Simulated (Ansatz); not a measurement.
Run report: Al4N4H4F4, molecular dynamics

- system: Al4N4H4F4 ((FAlNH)4 cubane)
- method: UKS r2SCAN-d3bjatm/def2-SVP (Ansatz 0.2.0)

The geometry comes from this level: PBE-D4/def2-SVP.

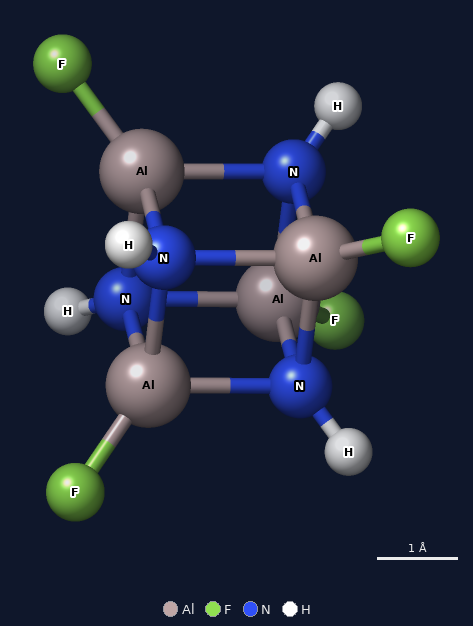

*The starting structure (ball-and-stick view, seen on its broad side). Sticks mark near contacts.*

## Input
```yaml
crystal:
  periodic: [false, false, false]
  atoms:
    - {symbol: Al, position_ang: [-0.803543, 1.464738, 0.043285]}
    - {symbol: F, position_ang: [-1.610864, 2.935411, 0.086306]}
    - {symbol: N, position_ang: [-1.167982, -0.038270, 1.203634]}
    - {symbol: Al, position_ang: [-1.091028, -1.224634, -0.320943]}
    - {symbol: F, position_ang: [-2.186201, -2.454733, -0.643367]}
    - {symbol: N, position_ang: [-0.733832, 0.279106, -1.482562]}
    - {symbol: Al, position_ang: [1.163379, 0.038040, -1.199188]}
    - {symbol: F, position_ang: [2.332003, 0.076497, -2.403075]}
    - {symbol: N, position_ang: [1.095037, 1.229437, 0.322257]}
    - {symbol: Al, position_ang: [0.731117, -0.278162, 1.476818]}
    - {symbol: F, position_ang: [1.464895, -0.557300, 2.960110]}
    - {symbol: N, position_ang: [0.806716, -1.470282, -0.043373]}
    - {symbol: H, position_ang: [-1.880942, -0.061453, 1.939215]}
    - {symbol: H, position_ang: [-1.182224, 0.449855, -2.387945]}
    - {symbol: H, position_ang: [1.764168, 1.980146, 0.518805]}
    - {symbol: H, position_ang: [1.299291, -2.368387, -0.069976]}
basis:
  gaussian: {orbitals: def2-SVP}
magnetization: {spin_polarized: true, initial_magnetization: 0}
hamiltonian: {xc: {name: r2SCAN}, dispersion: d3bjatm}
md: {timestep: 0.5 fs, n_steps: 25, ensemble: nvt_nose_hoover, temperature: 1000, initial_velocities: maxwell_boltzmann, seed: 617}
scf: {omitted_lower_state_checks: [starts]}
```

Run as:
```bash
ansatz run in.yaml --threads 2 --pin off --events-out ev --progress --plain --max-ram 32768MiB --backend cuda --devices 0, --max-vram 18GiB
```

## Log
```
Functional definition: r2SCAN
  name "r2SCAN"
  cite "Furness, Kaplan, Ning, Perdew & Sun, J. Phys. Chem. Lett. 11, 8208 (2020) doi:10.1021/acs.jpclett.0c02405"
  cite "Furness, Kaplan, Ning, Perdew & Sun, J. Phys. Chem. Lett. 11, 9248 (2020) doi:10.1021/acs.jpclett.0c03077"
  parent r2scan
  parameter k0 = 0.174
  parameter k1 = 0.065
  parameter a1 = 4.9479
  exchange = r2scan_x(k0 = k0, k1 = k1, a1 = a1)
  correlation = r2scan_c
these checks for a lower state are left out or cut short: starts
2284 factors; their error is unknown
mean field evaluation 1: about -43239.0118 eV, gradient 9.0e1 eV
mean field evaluation 2: about -43186.0258 eV, gradient 1.4e2 eV
mean field evaluation 4: about -43268.9808 eV, gradient 7.5e0 eV
mean field evaluation 8: about -43269.1876 eV, gradient 3.6e-1 eV
mean field evaluation 16: about -43269.0454 eV, gradient 3.0e-5 eV
mean field -43269.04541394 eV, -1590.1080901499 hartree, gradient 3.0e-5 eV, S^2 0.000000; 0 other end points of the search recorded, 0 dependent functions left out
the calculation of the forces begins
reference -43269.04543851 eV, -1590.1080910530 hartree; 60, 60 occupied and 144, 144 virtual orbitals, 2284 factors
md step     0: t =     0.00 fs  T =  1000.0 K  F+E_penalty+E_count = -43269.22412573 eV  E_kin = 1.809640 eV  conserved = -43267.41448574 eV  (32 SCF iters)
these checks for a lower state are left out or cut short: starts, cluster_reference, orbital_swaps, neighbouring_geometries, increment
2284 factors; their error is unknown
mean field -43269.03744925 eV, -1590.1077974528 hartree, gradient 2.6e-5 eV, S^2 0.000000; 0 other end points of the search recorded, 0 dependent functions left out
[... from here on the field's lines of each further geometry are left out, up to the last ...]
md step     1: t =     0.50 fs  T =   995.6 K  F+E_penalty+E_count = -43269.21615412 eV  E_kin = 1.801734 eV  conserved = -43267.41442002 eV  (35 SCF iters)
md step     2: t =     1.00 fs  T =   980.7 K  F+E_penalty+E_count = -43269.18884393 eV  E_kin = 1.774638 eV  conserved = -43267.41420635 eV  (35 SCF iters)
md step     3: t =     1.50 fs  T =   956.9 K  F+E_penalty+E_count = -43269.14563793 eV  E_kin = 1.731720 eV  conserved = -43267.41392088 eV  (35 SCF iters)
md step     4: t =     2.00 fs  T =   926.9 K  F+E_penalty+E_count = -43269.09106415 eV  E_kin = 1.677406 eV  conserved = -43267.41366682 eV  (36 SCF iters)
md step     5: t =     2.50 fs  T =   892.8 K  F+E_penalty+E_count = -43269.02912137 eV  E_kin = 1.615606 eV  conserved = -43267.41353628 eV  (36 SCF iters)
md step     6: t =     3.00 fs  T =   855.6 K  F+E_penalty+E_count = -43268.96188363 eV  E_kin = 1.548365 eV  conserved = -43267.41355948 eV  (37 SCF iters)
md step     7: t =     3.50 fs  T =   815.3 K  F+E_penalty+E_count = -43268.88903582 eV  E_kin = 1.475418 eV  conserved = -43267.41368807 eV  (37 SCF iters)
md step     8: t =     4.00 fs  T =   770.8 K  F+E_penalty+E_count = -43268.80863135 eV  E_kin = 1.394928 eV  conserved = -43267.41381517 eV  (38 SCF iters)
md step     9: t =     4.50 fs  T =   721.2 K  F+E_penalty+E_count = -43268.71875312 eV  E_kin = 1.305093 eV  conserved = -43267.41382670 eV  (36 SCF iters)
md step    10: t =     5.00 fs  T =   666.4 K  F+E_penalty+E_count = -43268.61928361 eV  E_kin = 1.205865 eV  conserved = -43267.41365381 eV  (37 SCF iters)
md step    11: t =     5.50 fs  T =   607.8 K  F+E_penalty+E_count = -43268.51296034 eV  E_kin = 1.099970 eV  conserved = -43267.41330726 eV  (37 SCF iters)
md step    12: t =     6.00 fs  T =   548.6 K  F+E_penalty+E_count = -43268.40521477 eV  E_kin = 0.992752 eV  conserved = -43267.41287458 eV  (37 SCF iters)
md step    13: t =     6.50 fs  T =   492.3 K  F+E_penalty+E_count = -43268.30281344 eV  E_kin = 0.890846 eV  conserved = -43267.41248632 eV  (39 SCF iters)
md step    14: t =     7.00 fs  T =   442.2 K  F+E_penalty+E_count = -43268.21183507 eV  E_kin = 0.800213 eV  conserved = -43267.41225764 eV  (39 SCF iters)
md step    15: t =     7.50 fs  T =   400.3 K  F+E_penalty+E_count = -43268.13588643 eV  E_kin = 0.724415 eV  conserved = -43267.41223355 eV  (39 SCF iters)
md step    16: t =     8.00 fs  T =   366.9 K  F+E_penalty+E_count = -43268.07540182 eV  E_kin = 0.663932 eV  conserved = -43267.41236921 eV  (37 SCF iters)
md step    17: t =     8.50 fs  T =   340.8 K  F+E_penalty+E_count = -43268.02831682 eV  E_kin = 0.616801 eV  conserved = -43267.41256044 eV  (19 SCF iters)
md step    18: t =     9.00 fs  T =   320.6 K  F+E_penalty+E_count = -43267.99167073 eV  E_kin = 0.580173 eV  conserved = -43267.41269899 eV  (37 SCF iters)
md step    19: t =     9.50 fs  T =   305.0 K  F+E_penalty+E_count = -43267.96330369 eV  E_kin = 0.551957 eV  conserved = -43267.41271566 eV  (39 SCF iters)
md step    20: t =    10.00 fs  T =   293.9 K  F+E_penalty+E_count = -43267.94294825 eV  E_kin = 0.531893 eV  conserved = -43267.41260246 eV  (37 SCF iters)
md step    21: t =    10.50 fs  T =   288.3 K  F+E_penalty+E_count = -43267.93237357 eV  E_kin = 0.521705 eV  conserved = -43267.41240871 eV  (38 SCF iters)
md step    22: t =    11.00 fs  T =   289.7 K  F+E_penalty+E_count = -43267.93459314 eV  E_kin = 0.524316 eV  conserved = -43267.41222805 eV  (36 SCF iters)
md step    23: t =    11.50 fs  T =   299.7 K  F+E_penalty+E_count = -43267.95239130 eV  E_kin = 0.542411 eV  conserved = -43267.41216394 eV  (38 SCF iters)
md step    24: t =    12.00 fs  T =   318.8 K  F+E_penalty+E_count = -43267.98671885 eV  E_kin = 0.576886 eV  conserved = -43267.41228106 eV  (36 SCF iters)
the calculation of the forces begins
reference -43267.85686457 eV, -1590.0644117662 hartree; 60, 60 occupied and 144, 144 virtual orbitals, 2284 factors
these checks for a lower state are left out or cut short: starts
2284 factors; their error is unknown
mean field -43267.85683979 eV, -1590.0644108554 hartree, gradient 2.5e-5 eV, S^2 0.000000; 0 other end points of the search recorded, 0 dependent functions left out
the calculation of the forces begins
reference -43267.85686457 eV, -1590.0644117662 hartree; 60, 60 occupied and 144, 144 virtual orbitals, 2284 factors
md step    25: t =    12.50 fs  T =   345.9 K  F+E_penalty+E_count = -43268.03569624 eV  E_kin = 0.625881 eV  conserved = -43267.41256860 eV  (20 SCF iters)
```

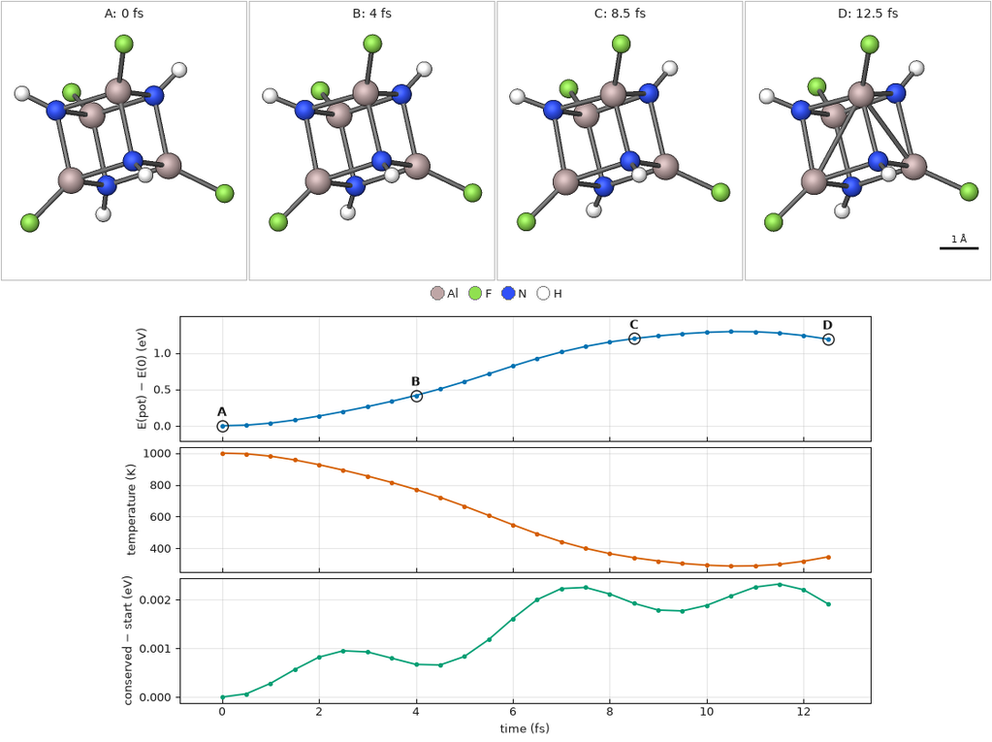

*Frames of the molecular dynamics (ball-and-stick, seen at a tilt) above the curves, on which the letters mark them.*

The trajectory kept here has 26 frames over 12.5 fs. The temperature starts at 1000 K, ranges from 288 to 1000 K and averages 346 K over the second half. The potential energy ends 1.188 eV above its first value. The conserved quantity stays within 0.0023 eV. After an unweighted best fit of the last frame on the first, the root-mean-square displacement is 0.12 Å, and H16 has moved furthest (0.28 Å).

```
Total energy: -43268.03572103 eV, -1590.0709846198 hartree
Atom 0 at    -0.856270     1.518987     0.129708 Å, force     2.185058    -3.493404    -2.276865 eV/Å
Atom 1 at    -1.589085     2.929859     0.072573 Å, force    -1.233961     2.307281     0.255477 eV/Å
Atom 2 at    -1.159720    -0.081252     1.133675 Å, force    -1.151895     1.354974     2.149468 eV/Å
Atom 3 at    -1.153636    -1.236127    -0.249957 Å, force     2.539899     0.232192    -2.754044 eV/Å
Atom 4 at    -2.171493    -2.466928    -0.563880 Å, force    -0.863550    -0.891658    -0.034683 eV/Å
Atom 5 at    -0.781445     0.265042    -1.479253 Å, force     0.498709     0.857226     0.041950 eV/Å
Atom 6 at     1.193843     0.083180    -1.247072 Å, force    -2.204669    -0.955606     1.351572 eV/Å
Atom 7 at     2.432927     0.011273    -2.295984 Å, force     0.949592     0.267346    -1.129940 eV/Å
Atom 8 at     1.102296     1.197027     0.276021 Å, force    -1.347737     0.908516     0.374378 eV/Å
Atom 9 at     0.671163    -0.233663     1.407235 Å, force     3.133027    -2.105371     1.122462 eV/Å
Atom 10 at     1.454008    -0.609555     2.916190 Å, force    -1.019567     0.588142    -1.412243 eV/Å
Atom 11 at     0.923051    -1.464803    -0.150515 Å, force    -2.067014     1.434433     0.779468 eV/Å
Atom 12 at    -1.833210    -0.061186     1.907629 Å, force     0.174147    -0.241618    -0.112741 eV/Å
Atom 13 at    -1.035525     0.534951    -2.453724 Å, force    -0.285148    -0.426917     0.944447 eV/Å
Atom 14 at     1.702133     1.975557     0.461378 Å, force     0.700773     0.613111     0.302335 eV/Å
Atom 15 at     1.488197    -2.277398    -0.356760 Å, force    -0.007664    -0.448645     0.398960 eV/Å
Dipole moment:    -0.313482     0.434750     0.101677 e Å
Checks for a lower state left out: starts
```

## Trajectory as extended XYZ (Å, eV, eV/Å), 6 of the 26 frames kept, from step=0 to step=25
```
16
Properties=species:S:1:pos:R:3:forces:R:3 step=0 time_fs=0.0 energy=-43269.22413 temperature=1000.0
Al   -0.8035    1.4647    0.0433   -0.0495   0.0880   0.0016
F    -1.6109    2.9354    0.0863    0.1848  -0.3361  -0.0096
N    -1.1680   -0.0383    1.2036    0.0658   0.0029  -0.0652
Al   -1.0910   -1.2246   -0.3209   -0.0650  -0.0751  -0.0199
F    -2.1862   -2.4547   -0.6434    0.2502   0.2814   0.0737
N    -0.7338    0.2791   -1.4826    0.0399  -0.0145   0.0825
Al    1.1634    0.0380   -1.1992    0.0711   0.0030  -0.0716
F     2.3320    0.0765   -2.4031   -0.2673  -0.0089   0.2751
N     1.0950    1.2294    0.3223   -0.0597  -0.0689  -0.0187
Al    0.7311   -0.2782    1.4768    0.0434  -0.0160   0.0897
F     1.4649   -0.5573    2.9601   -0.1676   0.0637  -0.3392
N     0.8067   -1.4703   -0.0434   -0.0453   0.0810   0.0020
H    -1.8809   -0.0615    1.9392    0.1776   0.0056  -0.1842
H    -1.1822    0.4499   -2.3879    0.1121  -0.0429   0.2260
H     1.7642    1.9801    0.5188   -0.1674  -0.1874  -0.0488
H     1.2993   -2.3684   -0.0700   -0.1230   0.2244   0.0067
16
Properties=species:S:1:pos:R:3:forces:R:3 step=5 time_fs=2.5 energy=-43269.02912 temperature=892.8
Al   -0.8229    1.4906    0.0665    1.1378  -1.9102  -0.8056
F    -1.5990    2.9203    0.0825   -0.5860   1.0750   0.1185
N    -1.1616   -0.0545    1.1826   -0.5457   0.4983   0.6507
Al   -1.1105   -1.2280   -0.3003    0.8876   0.1185  -0.7699
F    -2.1804   -2.4544   -0.6275   -0.1335  -0.1045   0.0394
N    -0.7471    0.2721   -1.4865   -0.0317   0.4965  -0.4290
Al    1.1774    0.0496   -1.2146   -1.0182  -0.3269   0.7723
F     2.3470    0.0626   -2.3759    0.3530   0.0810  -0.4251
N     1.1030    1.2164    0.3120   -1.1309  -0.3915  -0.1551
Al    0.7104   -0.2636    1.4586    1.1541  -0.7431   0.6733
F     1.4678   -0.5703    2.9592   -0.5756   0.2717  -0.9519
N     0.8396   -1.4777   -0.0665   -0.9116   1.0239   0.1183
H    -1.8744   -0.0366    1.9277    0.3690  -0.1377  -0.3411
H    -1.1284    0.4917   -2.4373    0.2520  -0.3407   1.1021
H     1.7233    1.9778    0.4910    0.7021   0.6877   0.2462
H     1.3548   -2.3430   -0.1659    0.0777  -0.2981   0.1569
16
Properties=species:S:1:pos:R:3:forces:R:3 step=10 time_fs=5.0 energy=-43268.61928 temperature=666.4
Al   -0.8397    1.5122    0.0879    2.2409  -3.8390  -1.4344
F    -1.5890    2.9087    0.0791   -1.3783   2.5517   0.1917
N    -1.1572   -0.0686    1.1641   -0.3677   0.9490   0.5805
Al   -1.1280   -1.2311   -0.2814    1.6936   0.2971  -1.5047
F    -2.1751   -2.4544   -0.6115   -0.5009  -0.4873  -0.0070
N    -0.7602    0.2670   -1.4917    0.6111   0.4750   0.9111
Al    1.1891    0.0605   -1.2283   -1.9890  -0.6230   1.5019
F     2.3631    0.0490   -2.3500    0.9602   0.1447  -1.0684
N     1.1068    1.2025    0.3013   -0.6160   1.0828   0.1592
Al    0.6923   -0.2506    1.4418    2.1073  -1.3791   1.0895
F     1.4690   -0.5825    2.9554   -0.8779   0.4420  -1.3599
N     0.8689   -1.4811   -0.0891   -1.1502   0.9955   0.1732
H    -1.8501   -0.0197    1.9002   -0.2232  -0.2273   0.3147
H    -1.0635    0.5156   -2.4311   -0.3676  -0.1615   0.0007
H     1.7155    2.0059    0.4753    0.0625  -0.2362   0.0934
H     1.4121   -2.3306   -0.2521   -0.2047   0.0156   0.3587
16
Properties=species:S:1:pos:R:3:forces:R:3 step=15 time_fs=7.5 energy=-43268.13589 temperature=400.3
Al   -0.8516    1.5253    0.1062    2.9162  -5.0165  -1.8649
F    -1.5833    2.9050    0.0762   -1.8792   3.5102   0.2140
N    -1.1545   -0.0786    1.1482   -0.5669   1.3003   0.9739
Al   -1.1417   -1.2335   -0.2659    2.2575   0.3750  -2.1415
F    -2.1713   -2.4560   -0.5955   -0.7782  -0.7875  -0.0454
N    -0.7708    0.2640   -1.4930    0.9623   0.3878   1.8477
Al    1.1964    0.0700   -1.2387   -2.5927  -0.8437   1.9072
F     2.3822    0.0358   -2.3275    1.3481   0.1861  -1.4603
N     1.1078    1.1930    0.2913   -0.2851   2.1316   0.4135
Al    0.6788   -0.2407    1.4274    2.8028  -1.8459   1.3091
F     1.4674   -0.5933    2.9473   -1.0553   0.5573  -1.5639
N     0.8932   -1.4802   -0.1111   -1.2675   0.8673   0.2327
H    -1.8366   -0.0162    1.8888   -0.3433  -0.2788   0.4656
H    -1.0192    0.5302   -2.4241   -0.7270   0.0256  -0.8217
H     1.7133    2.0221    0.4657   -0.3349  -0.8498  -0.0034
H     1.4575   -2.3177   -0.3170   -0.4569   0.2810   0.5374
16
Properties=species:S:1:pos:R:3:forces:R:3 step=20 time_fs=10.0 energy=-43267.94295 temperature=293.9
Al   -0.8571    1.5275    0.1203    2.8740  -4.8692  -2.1360
F    -1.5834    2.9121    0.0740   -1.8130   3.4086   0.2262
N    -1.1546   -0.0831    1.1368   -1.2722   1.5040   2.0082
Al   -1.1505   -1.2352   -0.2550    2.5313   0.3156  -2.5870
F    -2.1700   -2.4600   -0.5796   -0.9075  -0.9350  -0.0565
N    -0.7775    0.2628   -1.4873    0.6332   0.8345   0.4588
Al    1.1981    0.0777   -1.2449   -2.6720  -0.9564   1.8557
F     2.4054    0.0232   -2.3094    1.3513   0.2221  -1.4724
N     1.1072    1.1920    0.2829   -1.0367   1.3707   0.3503
Al    0.6715   -0.2349    1.4159    3.1663  -2.0897   1.3053
F     1.4624   -0.6024    2.9342   -1.1037   0.6090  -1.5815
N     0.9119   -1.4753   -0.1319   -1.7811   1.3476   0.5163
H    -1.8398   -0.0294    1.9009    0.2212  -0.3216  -0.1529
H    -1.0146    0.5427   -2.4532   -0.4055  -0.3736   0.5805
H     1.6970    1.9959    0.4575    0.3903   0.1366   0.2114
H     1.4784   -2.2921   -0.3510   -0.1759  -0.2034   0.4737
16
Properties=species:S:1:pos:R:3:forces:R:3 step=25 time_fs=12.5 energy=-43268.03570 temperature=345.9
Al   -0.8563    1.5190    0.1297    2.1851  -3.4934  -2.2769
F    -1.5891    2.9299    0.0726   -1.2340   2.3073   0.2555
N    -1.1597   -0.0813    1.1337   -1.1519   1.3550   2.1495
Al   -1.1536   -1.2361   -0.2500    2.5399   0.2322  -2.7540
F    -2.1715   -2.4669   -0.5639   -0.8636  -0.8917  -0.0347
N    -0.7814    0.2650   -1.4793    0.4987   0.8572   0.0420
Al    1.1938    0.0832   -1.2471   -2.2047  -0.9556   1.3516
F     2.4329    0.0113   -2.2960    0.9496   0.2673  -1.1299
N     1.1023    1.1970    0.2760   -1.3477   0.9085   0.3744
Al    0.6712   -0.2337    1.4072    3.1330  -2.1054   1.1225
F     1.4540   -0.6096    2.9162   -1.0196   0.5881  -1.4122
N     0.9231   -1.4648   -0.1505   -2.0670   1.4344   0.7795
H    -1.8332   -0.0612    1.9076    0.1741  -0.2416  -0.1127
H    -1.0355    0.5350   -2.4537   -0.2851  -0.4269   0.9444
H     1.7021    1.9756    0.4614    0.7008   0.6131   0.3023
H     1.4882   -2.2774   -0.3568   -0.0077  -0.4486   0.3990
```

## Results in brief

- outcome: finished
- mean temperature over the second half: 346 K
- trajectory: 25 steps, 12.5 fs
- ensemble: nvt_nose_hoover
- temperature in the input: 1000 K
- time step: 0.5 fs
- potential energy (last step): −43268.0357 eV
- mean-field energy (last step): −43267.8569 eV
- dispersion energy (last step): −0.1789 eV
- SCF solution under orbital rotations (last step): stable
- largest force (length of the vector) (last step): 4.708 eV/Å
- dipole moment (last step): 2.62 D
- hardware: 2 CPU threads, shared host
- wall time: 2.1 min (CPU time 2.5 min)
- peak memory: 1.1 GiB

## Notes

So short a trajectory is not equilibrated. The temperature stays far from the 1000 K of the thermostat over the second half: the run isn't equilibrated.
